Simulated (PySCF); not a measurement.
**AlHSCl (SMILES [SH][Al][Cl]) at UB2PLYP/STO-3G**

Aim: the vertical doublet–quartet gap of AlHSCl at UB2PLYP/STO-3G, from 2 runs. Input form: a Python script.

The results are computed with PySCF 2.14.0.

8 further runs of the same task are left out: 8 set aside as unsound or not needed.

## Step 1: The molecule

AlHSCl has 4 atoms, charge 0, and is taken as a doublet. As SMILES, `[SH][Al][Cl]`. Geometry: relaxed at PBE0-D4/def2-TZVP.

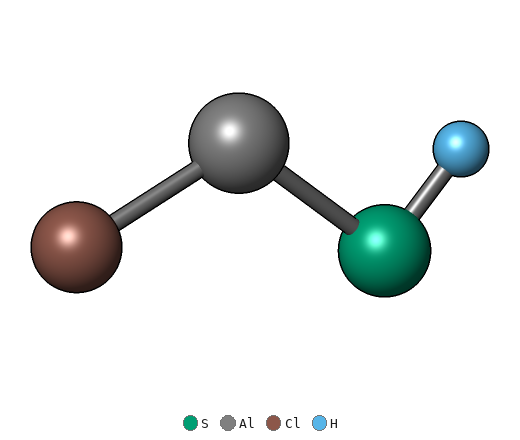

The structure, seen from a chosen angle (sulfur teal, aluminium grey, chlorine brown, hydrogen blue).

## Step 2: The energy at UB2PLYP/STO-3G

Contents of geometry.xyz:

```xyz
4

S      0.439800     0.984900    -0.744700
Al    -0.394100    -0.525900     0.609100
Cl     0.226200    -2.507400     0.251000
H     -0.216400     1.988100    -0.135600
```

Contents of input.py:

```python
# [SH][Al][Cl]
from pyscf import gto, dft, mp

system = gto.Mole()
system.atom = 'geometry.xyz'
system.verbose = 4
system.spin = 1
system.max_memory = 1860
system.basis = 'sto-3g'
system.build()

mf = dft.UKS(system, xc='0.53*HF + 0.47*B88, 0.73*LYP')
mf.conv_tol = 1e-10
mf.grids.level = 5
mf.kernel()
if not mf.converged:
    mf = mf.newton().run(mf.mo_coeff, mf.mo_occ)

pt = mp.MP2(mf, frozen=15).run()
etot = mf.e_tot + 0.27 * pt.e_corr
print('PT2 part  %.8f' % (0.27 * pt.e_corr))
print(f'total energy: {etot:.8f} hartree')
```

Run with:

```console
$ OMP_NUM_THREADS=1 python input.py
```

The program printed:

```text
PySCF version 2.14.0

[INPUT] num. atoms = 4
[INPUT] num. electrons = 47
[INPUT] charge = 0
[INPUT] spin (= nelec alpha-beta = 2S) = 1
[INPUT] symmetry False subgroup None
[INPUT] Mole.unit = angstrom
[INPUT] Symbol           X                Y                Z      unit          X                Y                Z       unit  Magmom
[INPUT]  1 S      0.439800000000   0.984900000000  -0.744700000000 AA    0.831101549584   1.861191260084  -1.407279044964 Bohr   0.0
[INPUT]  2 Al    -0.394100000000  -0.525900000000   0.609100000000 AA   -0.744741065691  -0.993806968909   1.151032182473 Bohr   0.0
[INPUT]  3 Cl     0.226200000000  -2.507400000000   0.251000000000 AA    0.427456049377  -4.738299284734   0.474321257266 Bohr   0.0
[INPUT]  4 H     -0.216400000000   1.988100000000  -0.135600000000 AA   -0.408936733356   3.756964508248  -0.256246862491 Bohr   0.0

nuclear repulsion = 156.154884413321
number of shells = 16
number of NR pGTOs = 84
number of NR cGTOs = 28
basis = sto-3g
ecp = {}

******** <class 'pyscf.dft.uks.UKS'> ********
method = UKS
initial guess = minao
damping factor = 0
level_shift factor = 0
DIIS = <class 'pyscf.scf.diis.CDIIS'>
diis_start_cycle = 1
diis_space = 8
diis_damp = 0
SCF conv_tol = 1e-10
SCF conv_tol_grad = None
SCF max_cycles = 50
direct_scf = True
direct_scf_tol = 1e-13
number electrons alpha = 24  beta = 23
XC library pyscf.dft.libxc version 7.0.0
    S. Lehtola, C. Steigemann, M. J.T. Oliveira, and M. A.L. Marques.,  SoftwareX 7, 1–5 (2018)
XC functionals = 0.53*HF + 0.47*B88, 0.73*LYP
    A. D. Becke.,  Phys. Rev. A 38, 3098 (1988)
    C. Lee, W. Yang, and R. G. Parr.,  Phys. Rev. B 37, 785 (1988)
    B. Miehlich, A. Savin, H. Stoll, and H. Preuss.,  Chem. Phys. Lett. 157, 200 (1989)
radial grids:
    Treutler-Ahlrichs [JCP 102, 346 (1995); DOI:10.1063/1.469408] (M4) radial grids

becke partition: Becke, JCP 88, 2547 (1988); DOI:10.1063/1.454033
pruning grids: <function nwchem_prune>
grids dens level: 5
symmetrized grids: False
atomic radii adjust function: <function treutler_atomic_radii_adjust>
small_rho_cutoff = 0
Set gradient conv threshold to 1e-05
tot grids = 152688
init E= -1088.05373073171
[... the frontier-level lines of each cycle are left out ...]


cycle= 1 E= -1088.58601813167  delta_E= -0.532  |g|= 0.256  |ddm|= 1.86
cycle= 2 E= -1088.63150008892  delta_E= -0.0455  |g|= 0.174  |ddm|= 0.961
cycle= 3 E= -1088.66035776356  delta_E= -0.0289  |g|= 0.0168  |ddm|= 0.376
cycle= 4 E= -1088.66089617203  delta_E= -0.000538  |g|= 0.00454  |ddm|= 0.0666
cycle= 5 E= -1088.66096345457  delta_E= -6.73e-05  |g|= 0.00113  |ddm|= 0.0301
cycle= 6 E= -1088.66096747674  delta_E= -4.02e-06  |g|= 0.000465  |ddm|= 0.00617
cycle= 7 E= -1088.66096828563  delta_E= -8.09e-07  |g|= 0.000114  |ddm|= 0.00332
cycle= 8 E= -1088.66096833086  delta_E= -4.52e-08  |g|= 2.34e-05  |ddm|= 0.000806
cycle= 9 E= -1088.66096833266  delta_E= -1.8e-09  |g|= 5.31e-06  |ddm|= 0.00014
cycle= 10 E= -1088.66096833274  delta_E= -8.07e-11  |g|= 1.64e-06  |ddm|= 2.79e-05
Extra cycle  E= -1088.66096833274  delta_E= -5.23e-12  |g|= 9.05e-07  |ddm|= 4.7e-06
converged SCF energy = -1088.66096833274  <S^2> = 0.75489755  2S+1 = 2.0048916

******** <class 'pyscf.mp.ump2.UMP2'> ********
nocc = (np.int64(9), np.int64(8)), nmo = (13, 13)
frozen orbitals 15
E(UMP2) = -1088.72087144871  E_corr = -0.0599031159624014
E(SCS-UMP2) = -1088.72546584284  E_corr = -0.064497510093184
E_corr(same-spin) = -0.00852257199426648
E_corr(oppo-spin) = -0.0513805439681349
PT2 part  -0.01617384
total energy: -1088.67714217 hartree
```

It took 5.4 s on 1 thread of Arm Neoverse V2, shared host; peak memory 0.24 GiB.

## Step 3: The quartet, same level

Contents of job.py:

```python
from pyscf import gto, dft, mp

mol = gto.M(
    atom='S 0.439800 0.984900 -0.744700; Al -0.394100 -0.525900 0.609100; Cl 0.226200 -2.507400 0.251000; H -0.216400 1.988100 -0.135600',
    basis='sto-3g',
    charge=0,
    spin=3,
    verbose=3,
    max_memory=1860,
)

mf = dft.UKS(mol, xc='0.53*HF + 0.47*B88, 0.73*LYP')
mf.grids.level = 5
mf.conv_tol = 1e-10
mf.kernel()
if not mf.converged:
    mf = mf.newton().run(mf.mo_coeff, mf.mo_occ)

pt = mp.MP2(mf, frozen=15).run()
etot = mf.e_tot + 0.27 * pt.e_corr
print('PT2 part  %.8f' % (0.27 * pt.e_corr))
print('E(%s) = %.9f' % ('B2PLYP', etot))
```

Run with:

```console
$ OMP_NUM_THREADS=1 python job.py
```

The program printed:

```text
WARN: HOMO 0.10642883581732 >= LUMO -0.314201622260062

WARN: HOMO 0.0721725769254007 >= LUMO -0.10467779326965

WARN: HOMO 0.0575899980853057 >= LUMO -0.0508446197383411

WARN: HOMO 0.0512881442632321 >= LUMO -0.0564684037268555

WARN: HOMO 0.052170857479193 >= LUMO -0.0545784107877537

WARN: HOMO 0.0526245226824577 >= LUMO -0.0551285756028521

WARN: HOMO 0.0523519948292805 >= LUMO -0.0548248313435366

WARN: HOMO 0.0524357967824834 >= LUMO -0.0548539361349685

WARN: HOMO 0.0524472312148438 >= LUMO -0.0548580028885162

WARN: HOMO 0.0524467684516937 >= LUMO -0.0548563400157996

WARN: HOMO 0.0524473516422562 >= LUMO -0.0548563868084981

WARN: HOMO 0.0524472585681857 >= LUMO -0.0548562513320289

converged SCF energy = -1088.4323381993  <S^2> = 3.7522451  2S+1 = 4.0011224
E(UMP2) = -1088.46786118453  E_corr = -0.0355229852306042
E(SCS-UMP2) = -1088.47239807347  E_corr = -0.0400598741695578
PT2 part  -0.00959121
E(B2PLYP) = -1088.441929405
```

It took 5.4 s on 1 thread of Arm Neoverse V2, shared host; peak memory 0.24 GiB.

## Step 4: Outcome

Level: UB2PLYP/STO-3G, 15 core orbitals frozen.

| quantity | value |
| --- | --- |
| doublet: total energy | -1088.67714 Eh |
| doublet: dipole moment (SCF part) | 4.26 D |
| doublet: HOMO energy (SCF part's orbitals) (highest over α and β) | -3.87 eV |
| doublet: LUMO energy (SCF part's orbitals) (lowest over α and β) | 2.25 eV |
| doublet: ⟨S²⟩ | 0.755 |
| quartet: total energy | -1088.44193 Eh |
| quartet: dipole moment (SCF part) | 7.78 D |
| quartet: ⟨S²⟩ | 3.752 |
| vertical energy of the quartet above the doublet | 6.400 eV |

In words: At this shape the quartet lies 6.40 eV (148 kcal/mol) above the doublet. In a minimal basis such a difference can be off by several eV, whatever the method. Mulliken charges (doublet) run from -0.49 on Cl3 to +0.68 on Al2; they depend strongly on the basis. Mulliken charges (quartet) run from -0.55 on Cl3 to +0.26 on Al2.
